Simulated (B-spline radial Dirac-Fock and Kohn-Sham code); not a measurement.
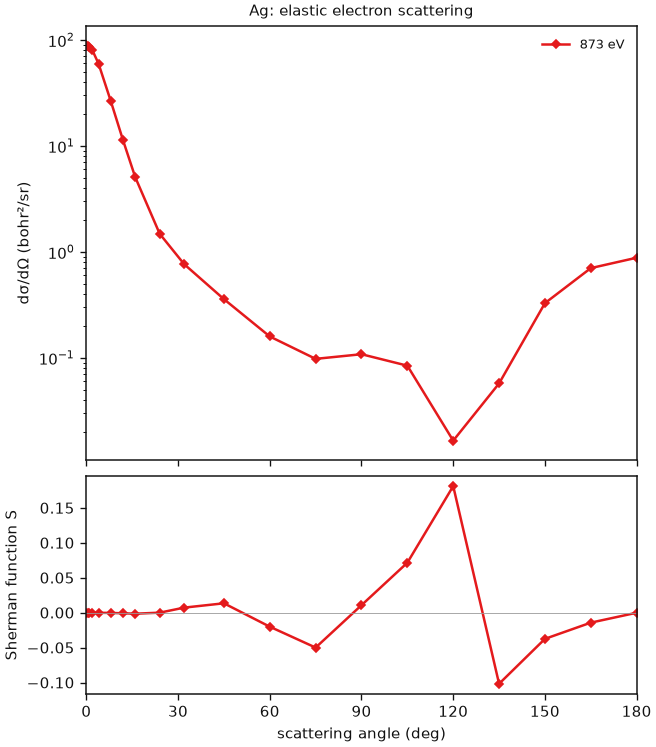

Fig. 1. Differential cross section for elastic electron scattering and the Sherman function against angle at 873 eV, computed at the marked angles. System: neutral silver. The calculation used Dirac partial waves in the static Dirac–Fock field with Furness–McCarthy exchange, no polarisation or absorption (a B-spline radial atomic code).

At 873 eV the cross section is 88.8 bohr²/sr at 0°, 0.11 at 90° and 0.88 at 180°, with minima near 75° and 120°; among the marked angles the Sherman function is largest in size at 120° (0.18), though it can peak far more sharply between them at a deep minimum; the integral is 8.28 bohr².
